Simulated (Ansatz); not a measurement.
# BH5O (B(H2O)H3): methods side by side

The species is BH5O (7 atoms), meant as a singlet with charge 0. As SMILES, `[H]B([H])([H])<-O`. The coordinates come from a GFN2-xTB relaxation.

Quantity: the electronic atomisation energy, in eV. The values are calculated. Electronic energies at fixed atoms, without zero-point motion or spin-orbit coupling.

```json
{"level": "BLYP/STO-3G", "kind": "GGA", "program": "Ansatz", "value (eV)": "28.21", "less FCI/STO-3G": "+4.15"}
{"level": "revPBE/STO-3G", "kind": "GGA", "program": "Ansatz", "value (eV)": "27.75", "less FCI/STO-3G": "+3.69"}
{"level": "r2SCAN/STO-3G", "kind": "meta-GGA", "program": "Ansatz", "value (eV)": "28.18", "less FCI/STO-3G": "+4.12"}
{"level": "r2SCAN0/STO-3G", "kind": "hybrid meta-GGA", "program": "Ansatz", "value (eV)": "27.78", "less FCI/STO-3G": "+3.72"}
{"level": "CAM-B3LYP/STO-3G", "kind": "range-separated hybrid", "program": "Ansatz", "value (eV)": "28.62", "less FCI/STO-3G": "+4.56"}
{"level": "MP2/STO-3G", "kind": "perturbation theory", "program": "Ansatz", "value (eV)": "23.82", "less FCI/STO-3G": "-0.24"}
{"level": "BCCD(T)/STO-3G", "kind": "coupled cluster or CI", "program": "Ansatz", "value (eV)": "24.05", "less FCI/STO-3G": "-0.01"}
{"level": "CCSD(T)/STO-3G", "kind": "coupled cluster or CI", "program": "Ansatz", "value (eV)": "24.05", "less FCI/STO-3G": "-0.01"}
{"level": "FCI/STO-3G", "kind": "exact in the basis", "program": "Ansatz", "value (eV)": "24.06", "less FCI/STO-3G": "0.00"}
```

FCI/STO-3G is exact within its basis and frozen core, so for wave-function methods in that basis the difference is their error; functionals converge differently with the basis, so for them it is only a difference. The values span 23.82 to 28.62 eV. All rows use very small basis sets, so none should be taken for the real molecule's value.

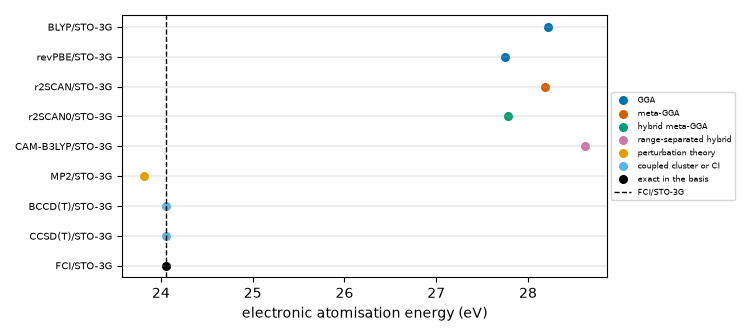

The values of the table, level by level.
